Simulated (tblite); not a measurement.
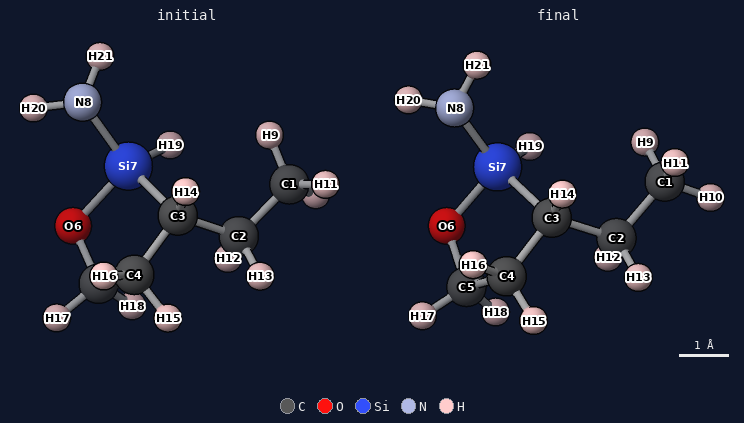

The structure of C5H13NOSi before (left) and after (right) a relaxation, at one scale.

A ball-and-stick model, seen face on.

All numbers below come from GFN2-xTB geometry optimisation, gas phase (tblite). 

> Summarise the run.

Over 92 geometry steps the energy falls by 20.5 kcal/mol. The atom that moves furthest after the best rigid fit is H10 (0.70 Å). By element the largest moves are H 0.70 Å, C 0.17 Å, Si 0.12 Å, N 0.12 Å, O 0.04 Å. Near-neighbour distances that change, for instance: O6–Si7 1.726 → 1.636 Å, N8–H20 1.066 → 1.008 Å, N8–H21 1.064 → 1.006 Å, C4–C5 1.475 → 1.527 Å. Bond angles that change, for instance: Si7–N8–H20 106.6° → 116.3°, Si7–N8–H21 109.5° → 117.9°, C5–C4–H16 115.7° → 108.1°. Groups turn about C1–C2 by about 35°, Si7–N8 by about 25°.
